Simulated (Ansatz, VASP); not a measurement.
# Cross-check of KF (Carobbiite) between VASP and Ansatz

Aim: how closely do two programs agree when they are given the same cell, functional and k mesh?

Main program and level: Ansatz 0.2.0; plane waves, with VASP 6.6.1 beside it; band structure at HSE06.

## Step 1: The structure

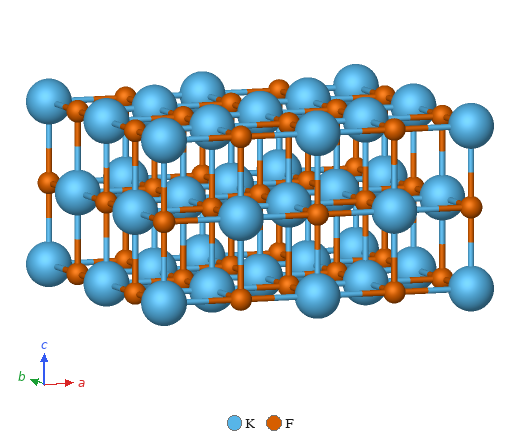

The cell as given, slightly off an axis (potassium blue, fluorine orange). 2×2×1 cells are drawn. This picture shows the conventional cell, with its axes. Some periodic images of atoms are drawn too.

## Step 2: Ansatz: band structure, HSE06

Ansatz runs on its default PAW (the set named soft_2) files.

The same path points are solved in both programs, so levels can be compared one by one.

input.yaml

```yaml
crystal:
  lattice:
    - [0.0, 2.6735, 2.6735]
    - [2.6735, 0.0, 2.6735]
    - [2.6735, 2.6735, 0.0]
  atoms:
    - { symbol: K, position: [0.0, 0.0, 0.0] }
    - { symbol: F, position: [0.5, 0.5, 0.5] }
hamiltonian:
  xc: { exchange: pbe, correlation: pbe, exx: { coeff: 0.25, omega: 0.2 } }
  pseudopotentials: { kind: paw }
kpoints:
  mp_grid: { grid: [5, 5, 5] }
  band_path:
    path:
      - [0.0, 0.0, 0.0]
      - [0.5, 0.0, 0.5]
      - [0.5, 0.22222, 0.72222]
      - [0.40278, 0.34722, 0.75]
      - [0.125, 0.125, 0.25]
      - [0.27778, 0.27778, 0.27778]
      - [0.55556, 0.38889, 0.55556]
      - [0.58333, 0.25, 0.66667]
      - [0.5, 0.30556, 0.69444]
      - [0.48611, 0.48611, 0.52778]
      - [0.625, 0.25, 0.625]
      - [0.5, 0.0, 0.5]
    npoints: 1
scf:
  occupations: { method: gaussian, width: 0.03 }
  n_extra_bands: 7
output:
  forces: true
  stress: true
  eigenvalues: true
```

Command:

```sh
ansatz run input.yaml --threads 4 --pin off --max-ram 9216MiB --backend cpu --events-out ev --progress --plain --runs-dir out
```

Numbers of over 12 decimals in the logs are rounded to 6 here.

What it wrote:

```text
Warning: output.stress: scf.convergence.dr2_threshold = 1e-7 eV (the SCF's general default) is looser than the 2e-10 eV advised for a printed stress (1e-10 eV for each atom of the cell: 2). What an SCF threshold leaves in a stress goes as its square root, and in the free energy as the threshold itself, and one threshold admits the most on a small cell: [figures from the program's tests cut] Set scf.convergence.dr2_threshold to 2e-10 eV or tighter. The threshold is an SCF's pass mark: one that does not reach it within its budget of iterations ends unconverged, or closes short of it on a stop that the run arms, and scf.convergence.dr2_threshold's page says what that costs each kind of run
Warning: output.stress: scf.exx.energy_threshold = 1e-6 eV is looser than the 2e-8 eV advised for a stress under a hybrid functional (1e-8 eV for each atom of the cell: 2). Every SCF of the exchange loop can meet its threshold on dr2 while the loop round them stops early: no threshold on dr2 bounds what that leaves in the stress. Set scf.exx.energy_threshold to 2e-8 eV or tighter. The threshold is the loop's pass mark: a loop that does not reach it within its budget of cycles ends unconverged, and scf.exx.energy_threshold's page has the law
scf.n_extra_bands = 7 over 8 filled bands (N_el = 16.0): the run solves 15 bands
Engine: ansatz 0.2.0, aarch64-unknown-linux-gnu
Pseudopotentials: kind: paw
Pseudopotential: K, paw, valence charge 9, recommended cutoff 420 eV (normal), K.paw.azcp
Pseudopotential: F, paw, valence charge 7, recommended cutoff 420 eV (normal), F.paw.azcp
Functional definition: unnamed
  parameter a_1 = 0.25
  parameter omega_1 = 0.2/angstrom
  exchange = pbe_x + (-a_1)*pbe_x_sr(omega_1) + a_1*exact_x_sr(omega_1)
  correlation = pbe_c
Crystal: 2 atoms, lattice volume = 38.218 Å³
Basis set: ecut = 420 eV, 725 PW (Γ), exchange–correlation on 54×54×54 points (8 copies of the dense FFT grid, shifted against one another)
Bands: 15, of which v1, the nominal top of the filled ones, is band 8 counted from 1 (7 counted from 0)
Symmetry: 48 space group operations
Space group: Fm-3m (ITA 225), of the structure as read, at distance tolerance 3.4e-5 Å
k-points: 10 of 125
Non-local potential: K, projectors of the file, l = 0: 3, l = 1: 2, l = 2: 2
Non-local potential: F, projectors of the file, l = 0: 2, l = 1: 2, l = 2: 1
PAW form: soft (Blöchl's): semilocal exchange-correlation on the pseudo side does not see the compensation charge
PAW frozen core: K, regenerated for the run's functional, and the local potential with it (the file was generated under x = pbe(κ = 0.804, μ = 0.219515), c = pbe(β = 0.066725))
PAW frozen core: F, regenerated for the run's functional, and the local potential with it (the file was generated under x = pbe(κ = 0.804, μ = 0.219515), c = pbe(β = 0.066725))
PAW one-centre angular grid: K, 110 points (default); XC on 64 Gauss nodes
PAW one-centre angular grid: F, 110 points (default); XC on 64 Gauss nodes
Initial density: superposition of atomic densities (neutral atoms: chi_scale 0, normalization atom), corrected by the library's trained network
Initial wavefunctions: pseudopotential atomic-orbital guess
Functional: x = pbe(κ = 0.804, μ = 0.219515), c = pbe(β = 0.066725), warm-up for x = pbe(κ = 0.804, μ = 0.219515) + 0.25 (exact − pbe) at short range (hse, ω = 0.2 Å⁻¹), c = pbe(β = 0.066725)
SCF iter   1: F=—  HF=-2348.796123 eV  |F-HF|=—  |Δ(HF+E_count)|=         —  Δρ=6.68e-4  dr2=1.11e-4  ethr=1.77e-3  ⟨swp⟩=2.0  Hψ=1087  notcnv=0
preconditioner: auto → none  [insulator: Δε(μ)=6.168 eV  Ē_g=19.282 eV  σ=0.030 eV  W_gap=1.00  n_scr=14 (ndim 8)  ℏωp=22.5 eV  f_vac=0.124  D(μ)=0.00/eV (n_scr^D=0)]
SCF iter   2: F=-2348.796286 eV  HF=-2348.796249 eV  |F-HF|=3.71e-5  |Δ(HF+E_count)|=   1.27e-4  Δρ=3.87e-4  dr2=2.39e-5  ethr=6.93e-7  ⟨swp⟩=3.3  Hψ=363  notcnv=0  defer=1
SCF 1 stopped early in 2 iterations: F = -2348.796286 eV  dr2 = 2.39e-5
  greatest PAW one-centre occupation: 0.988 electrons in one spin orbital (limit 2), on the K atom at site 0 (counted from 0), in its partial waves of l = 0
Initial density: handed on by an earlier stage of this run
Initial wavefunctions: those handed on with the density
Functional: x = pbe(κ = 0.804, μ = 0.219515) + 0.25 (exact − pbe) at short range (hse, ω = 0.2 Å⁻¹), c = pbe(β = 0.066725)
Exchange kernel: α = 0.2500, screened, ω = 0.2000 Å⁻¹, Wigner–Seitz truncation, v(0) = 1123.1140 eV·Å³, q-mesh 5×5×5, nearest image of the exchange supercell L = 18.90 Å, pair-density grid 15×15×15, without the augmentation charges, whose exchange is taken in its separable form by FFT convolution over the k-point mesh (sized by the pseudopotential files, 24×24×24 at the most), smooth part of the exact exchange by density-matrix convolution
Frozen-core exchange: fock
SCF iter   1: F=—  HF=-2349.502199 eV  |F-HF|=—  |Δ(HF+E_count)|=         —  Δρ=7.94e-3  dr2=2.98e-2  ethr=1.49e-6  ⟨swp⟩=6.2  Hψ=727  notcnv=0
preconditioner: auto → none  [insulator: Δε(μ)=8.405 eV  Ē_g=22.137 eV  σ=0.030 eV  W_gap=1.00  n_scr=14 (ndim 8)  ℏωp=22.5 eV  f_vac=0.122  D(μ)=0.00/eV (n_scr^D=0)]
SCF iter   2: F=—  HF=-2349.494586 eV  |F-HF|=—  |Δ(HF+E_count)|=   7.61e-3  Δρ=6.15e-3  dr2=5.19e-3  ethr=1.49e-6  ⟨swp⟩=4.4  Hψ=498  notcnv=0
SCF iter   3: F=—  HF=-2349.495867 eV  |F-HF|=—  |Δ(HF+E_count)|=   1.28e-3  Δρ=2.12e-3  dr2=8.48e-4  ethr=1.49e-6  ⟨swp⟩=4.0  Hψ=424  notcnv=0
SCF iter   4: F=—  HF=-2349.495562 eV  |F-HF|=—  |Δ(HF+E_count)|=   3.05e-4  Δρ=9.27e-4  dr2=2.15e-4  ethr=1.49e-6  ⟨swp⟩=2.0  Hψ=231  notcnv=0
iter 5 solved again at ethr=7.36e-10 eV; its pass at ethr=1.04e-6 eV (dr2=1.18e-7 eV) is discarded
SCF iter   5: F=—  HF=-2349.495490 eV  |F-HF|=—  |Δ(HF+E_count)|=   7.24e-5  Δρ=4.90e-5  dr2=3.63e-5  ethr=7.36e-10  ⟨swp⟩=4.6  Hψ=748  notcnv=0
eigensolver tolerance schedule calibrated: the retry pair's looser diagonalisation under-reported the residual by θ = 0.80 (0.25/decade); ethr = c·dr2/N_el runs at the constant in force after the calibration composes with the one it found (an armed cap, an earlier calibration), c = 1.6e-2
SCF iter   6: F=—  HF=-2349.495745 eV  |F-HF|=—  |Δ(HF+E_count)|=   2.55e-4  Δρ=6.15e-4  dr2=9.42e-5  ethr=5.66e-10  ⟨swp⟩=5.1  Hψ=522  notcnv=0
SCF iter   7: F=-2349.495714 eV  HF=-2349.495715 eV  |F-HF|=1.47e-6  |Δ(HF+E_count)|=   2.97e-5  Δρ=3.09e-5  dr2=1.36e-6  ethr=5.66e-10  ⟨swp⟩=5.0  Hψ=477  notcnv=0
SCF 2 stopped early in 7 iterations: F = -2349.495714 eV  dr2 = 1.36e-6
  greatest PAW one-centre occupation: 0.989 electrons in one spin orbital (limit 2), on the K atom at site 0 (counted from 0), in its partial waves of l = 0
hybrid outer 1: dexx = +3.319e-3 eV, tail = 6.33e-6 eV
Exchange kernel: α = 0.2500, screened, ω = 0.2000 Å⁻¹, Wigner–Seitz truncation, v(0) = 1123.1140 eV·Å³, q-mesh 5×5×5, nearest image of the exchange supercell L = 18.90 Å, pair-density grid 15×15×15, without the augmentation charges, whose exchange is taken in its separable form by FFT convolution over the k-point mesh (sized by the pseudopotential files, 24×24×24 at the most), smooth part of the exact exchange by density-matrix convolution
Frozen-core exchange: fock
SCF iter   1: F=—  HF=-2349.495825 eV  |F-HF|=—  |Δ(HF+E_count)|=         —  Δρ=7.69e-5  dr2=1.52e-6  ethr=1.98e-7  ⟨swp⟩=3.0  Hψ=375  notcnv=0
preconditioner: auto → none  [insulator: Δε(μ)=8.197 eV  Ē_g=22.014 eV  σ=0.030 eV  W_gap=1.00  n_scr=14 (ndim 8)  ℏωp=22.5 eV  f_vac=0.141  D(μ)=0.00/eV (n_scr^D=0)]
SCF iter   2: F=—  HF=-2349.495824 eV  |F-HF|=—  |Δ(HF+E_count)|=   4.67e-7  Δρ=1.93e-5  dr2=4.15e-8  ethr=1.40e-9  ⟨swp⟩=3.7  Hψ=283  notcnv=0
SCF iter   3: F=-2349.495824 eV  HF=-2349.495824 eV  |F-HF|=6.59e-9  |Δ(HF+E_count)|=  3.94e-10  Δρ=5.84e-6  dr2=1.26e-8  ethr=3.45e-11  ⟨swp⟩=4.0  Hψ=407  notcnv=0
SCF 3 converged in 3 iterations: F = -2349.495824 eV  dr2 = 1.26e-8
  Residual-converged pass: ⟨swp⟩=2.0  Hψ=215  notcnv=0  max |occ|·‖R‖ = 2.2e-6 eV (tolerance 2.4e-6 eV)  dr2=1.26e-8  dr2_onsite=7.53e-10  max |Δocc| = 0.0e0
hybrid outer 2: dexx = +8.346e-8 eV, tail = 2.96e-8 eV, Δε = 1.99e-3 eV (about 1.53e-4 eV left of the loop's levels)
NSCF: frozen V_eff on 12 k-points
hybrid SCF converged: 2 outer / 10 inner (+2 warm-up), last move |dexx| = 8.35e-8 eV, tail = 2.96e-8 eV
Stability not checked: this state was not tested for a lower state beside it, because the functional holds exact exchange (a hybrid, or Hartree-Fock), whose exchange loop this test does not read (fock_operator; see scf.lower_state_search)
Free energy (F): -2349.495824 eV
Frozen-core exchange: fock
Harris-Foulkes:  -2349.495824 eV  (|F-HF|=6.59e-9)
Internal energy: -2349.495824 eV  (E = F + TS)
E sigma→0 (E₀):  -2349.495824 eV
Fermi energy:    3.942112 eV
--- Per-component energies (eV) ---
  E_band       = -157.846671
  E_kinetic    = 464.374518
  E_local      = -1114.110240  (includes V_loc(G=0)·N_el)
  E_nonlocal   = 84.574040
  E_hartree    = 403.082329
  E_xc         = -172.800367
  E_vxc        = -213.180438  (∫ρ·V_xc dr)
  E_exx        = -51.089347  (= α·E_x^exact, valence–valence)
  E_paw        = -975.905299  (= ΣΔE_a)
  E_vpaw       = -83.494839  (= ΣTr[D̂ρ^β])
  E_aug_tail   = 0.002056  (compensation charges beyond the density's cutoff)
  E_ewald      = -987.452138
  E_core_change = -0.171379  (= ΣΔE_core)
  E_smearing   = -0.000000  (= −TS)
  E_closure    = 0.000000  (closes the sum)
  Σ components = -2349.495824   (vs F -2349.495824, Δ=-4.55e-13)
--- Forces (eV/Å), atoms counted from 1 ---
  atom   1  K     -0.00000000     0.00000000     0.00000000
  atom   2  F      0.00000000     0.00000000     0.00000000
  max |Σ_I F_I| component: 2.59e-29 eV/Å
--- Stress (GPa, compression-positive) ---
        0.420975       0.000000       0.000000
        0.000000       0.420975       0.000000
        0.000000      -0.000000       0.420975
  P = ⅓ Tr σ = 0.4210 GPa (4.210 kbar)
--- Band table (eV; the first three rows and the last of 10) ---
  k-point 0: bands = [... 4 lower, -9.6561, -0.1555, -0.1555, -0.1555, 8.0396, 12.8905, 12.8905, 12.8905, ... 3 higher]
  k-point 1: bands = [... 4 lower, -9.6672, -0.4559, -0.2795, -0.2795, 9.0845, 12.3160, 13.4234, 13.4234, ... 3 higher]
  k-point 2: bands = [... 4 lower, -9.6847, -0.8706, -0.4738, -0.4738, 10.8577, 12.2763, 14.2764, 14.2764, ... 3 higher]
  k-point 9: bands = [... 4 lower, -9.7433, -0.5824, -0.3987, -0.2801, 11.3705, 11.9312, 13.6409, 15.8693, ... 3 higher]
```

Wall time 13 s (4 threads of Arm Neoverse V1, shared host); peak memory 0.59 GiB; 47 s of CPU time.

The column dr2 measures how far the density is from self-consistency, as an energy; F and HF (Harris–Foulkes) agree once it is small.

## Step 3: VASP: band structure, HSE06

The same cell, functional, mesh and smearing now go to VASP, with its own data sets and cutoff.

Lines of VASP's logs that name or quote its potential files are left out, and so is its time.

INCAR

```
SYSTEM = KF
PREC = Accurate
ENCUT = 460
EDIFF = 1E-06
NELM = 100
ISMEAR = 0
SIGMA = 0.03
LREAL = .FALSE.
ALGO = Normal
LHFCALC = .TRUE.
AEXX = 0.25
GGA = PE
HFSCREEN = 0.2
LASPH = .TRUE.
NBANDS = 14
PRECFOCK = Fast
LORBIT = 11
LWAVE = .FALSE.
LCHARG = .FALSE.
KPAR = 4
```

POSCAR

```
KF
1.0
    0.0000000000      2.6735000000      2.6735000000
    2.6735000000      0.0000000000      2.6735000000
    2.6735000000      2.6735000000      0.0000000000
K F
1 1
Direct
    0.0000000000      0.0000000000      0.0000000000
    0.5000000000      0.5000000000      0.5000000000
```

KPOINTS

```
Automatic mesh
0
Gamma
5 5 5
0 0 0
```

KPOINTS_OPT

```
Line mode
10
Line-mode
Reciprocal
  0.00000000   0.00000000   0.00000000 GAMMA
  0.50000000   0.00000000   0.50000000 X

  0.50000000   0.00000000   0.50000000 X
  0.50000000   0.25000000   0.75000000 W

  0.50000000   0.25000000   0.75000000 W
  0.37500000   0.37500000   0.75000000 K

  0.37500000   0.37500000   0.75000000 K
  0.00000000   0.00000000   0.00000000 GAMMA

  0.00000000   0.00000000   0.00000000 GAMMA
  0.50000000   0.50000000   0.50000000 L

  0.50000000   0.50000000   0.50000000 L
  0.62500000   0.25000000   0.62500000 U

  0.62500000   0.25000000   0.62500000 U
  0.50000000   0.25000000   0.75000000 W

  0.50000000   0.25000000   0.75000000 W
  0.50000000   0.50000000   0.50000000 L

  0.50000000   0.50000000   0.50000000 L
  0.37500000   0.37500000   0.75000000 K

  0.62500000   0.25000000   0.62500000 U
  0.50000000   0.00000000   0.50000000 X
```

The projector-augmented-wave data sets are K_sv and F (PBE family, release 64).

Command:

```sh
mpirun -np 4 vasp_std
```

What it wrote:

```text
[banner, memory and clock lines left out]
running    4 mpi-ranks, on    1 nodes
 distrk:  each k-point on    1 cores,    4 groups
 distr:  one band on    1 cores,    1 groups

 POSCAR found type information on POSCAR K F
 POSCAR found :  2 types and       2 ions
 LDA part: xc-table for (Slater+PW92), standard interpolation
 found WAVECAR, reading the header
 POSCAR, INCAR and KPOINTS ok, starting setup
 FFT: planning ... GRIDC
 FFT: planning ... GRID_SOFT
 FFT: planning ... GRID
 reading WAVECAR
 the WAVECAR file was read successfully
 initial charge from wavefunction
 entering main loop
       N       E                     dE             d eps       ncg     rms          rms(c)
DAV:   1    -0.100245775732E+02   -0.10025E+02   -0.60850E-01   280   0.912E+00    0.253E+00
DAV:   2    -0.998929722045E+01    0.35280E-01   -0.65178E-02   280   0.247E+00    0.128E+00
DAV:   3    -0.998855266433E+01    0.74456E-03   -0.20111E-02   292   0.106E+00    0.781E-01
DAV:   4    -0.998830334182E+01    0.24932E-03   -0.62933E-04   364   0.258E-01    0.508E-01
DAV:   5    -0.998804771374E+01    0.25563E-03   -0.56934E-04   328   0.231E-01    0.324E-01
DAV:   6    -0.998801647953E+01    0.31234E-04   -0.54517E-05   396   0.756E-02    0.198E-01
DAV:   7    -0.998800141592E+01    0.15064E-04   -0.12783E-05   308   0.318E-02    0.117E-01
DAV:   8    -0.998799995740E+01    0.14585E-05   -0.47501E-06   280   0.206E-02    0.697E-02
DAV:   9    -0.998800047965E+01   -0.52225E-06   -0.14796E-06   264   0.131E-02
   1 F= -.99880005E+01 E0= -.99880005E+01  d E =-.147644E-21
 Start KPOINTS_OPT (optional k-point list driver)
k-point batch [1-10\100]
       N       E                     dE             ncg
DAV:   1    -0.880134801836E+03   -0.37259E+04      280
DAV:   2    -0.217446545097E+04   -0.12943E+04      376
DAV:   3    -0.224834917637E+04   -0.73884E+02      316
DAV:   4    -0.225050240316E+04   -0.21532E+01      432
DAV:   5    -0.225053590613E+04   -0.33503E-01      334
DAV:   6    -0.225053651377E+04   -0.60764E-03      426
DAV:   7    -0.225053652908E+04   -0.15314E-04      320
DAV:   8    -0.225053652923E+04   -0.14637E-06      176
[...]
k-point batch [91-100\100]
       N       E                     dE             ncg
DAV:   1    -0.109501207952E+04   -0.69929E+04      280
DAV:   2    -0.220542886010E+04   -0.11104E+04      346
DAV:   3    -0.226062475173E+04   -0.55196E+02      398
DAV:   4    -0.226207745766E+04   -0.14527E+01      438
DAV:   5    -0.226210558444E+04   -0.28127E-01      412
DAV:   6    -0.226210619861E+04   -0.61417E-03      432
DAV:   7    -0.226210621444E+04   -0.15833E-04      364
DAV:   8    -0.226210621468E+04   -0.23696E-06      278
```

[end of part 1 of 2]

[Lines on the potential files, build, host, timing and source positions are cut from VASP's logs without a mark.]

[Logs are printed without paths, hosts, clocks, repeated set-up lines and the standing remarks that a program may print on its own settings, such as how far it seeks lower states.]

[Hosts, paths, dates, database ids (printed as entryN), source tags and the programs' standing remarks are cut or masked in the printed files.]
